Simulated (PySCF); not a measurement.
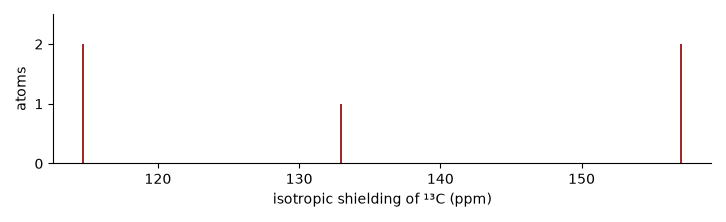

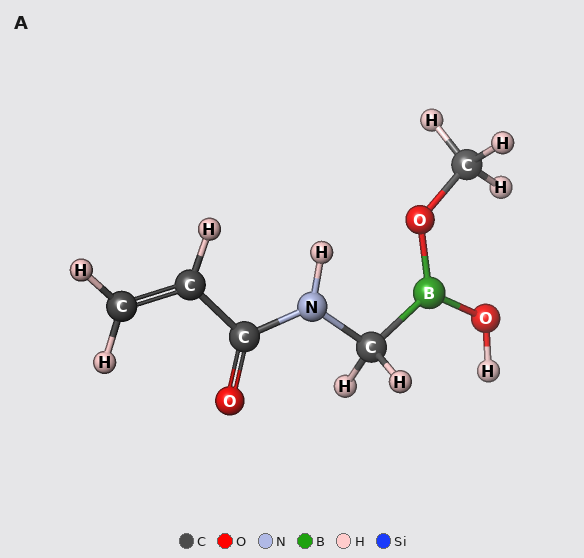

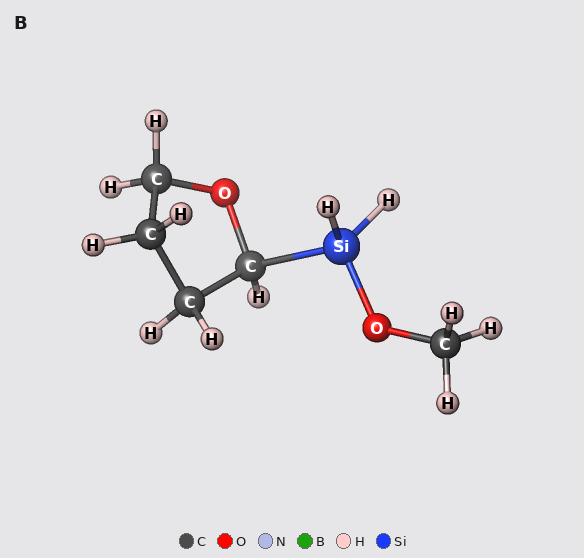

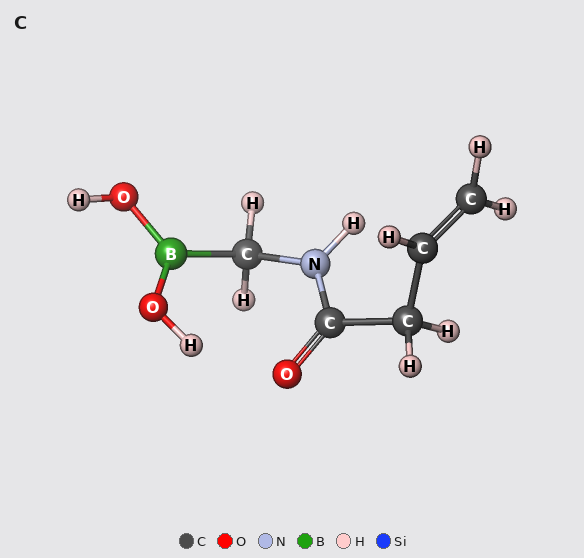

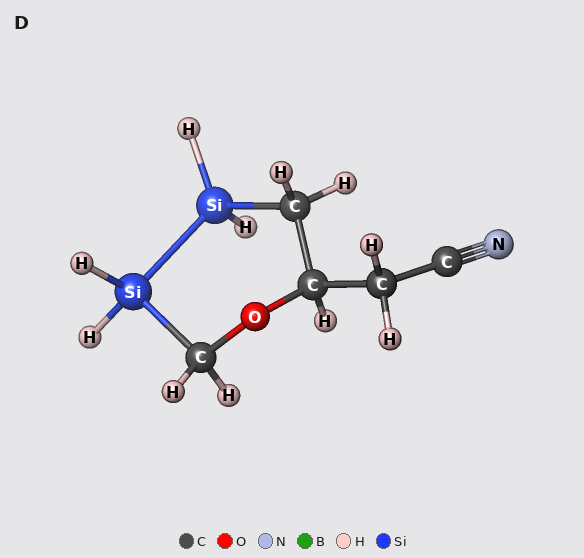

The sticks are computed shieldings of one of the molecules, for one fixed geometry (GFN2-xTB) without averaging over rotations. Low shielding means a high chemical shift. Method: GIAO PBE0/pcSseg-1 NMR shielding, non-relativistic, gas phase (PySCF 2.14.0).

Which molecule gives this pattern?

Answer. B, `CO[SiH2][C@H]1CCCO1`. Its 5 C atoms give lines at 114.7 (2 atoms), 132.9, 157.1 (2 atoms) ppm.

The geometry is semi-empirical. Around B, Si such bond lengths and angles can be off by a tenth of an ångström or more and by several degrees, and values that hang on the shape move with them.
